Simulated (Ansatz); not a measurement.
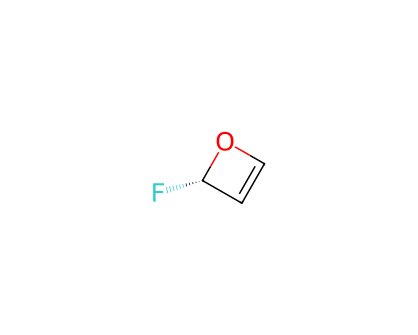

Computed geometry: PBE-D4/def2-SVP optimisation. No frequency run is at hand to confirm it as a minimum. Method: RKS PBE-D4/def2-SVP (Ansatz 0.2.0).

What is the dispersion correction?

−12.4 kJ/mol.

Estimate the dipole moment.

1.93 D.
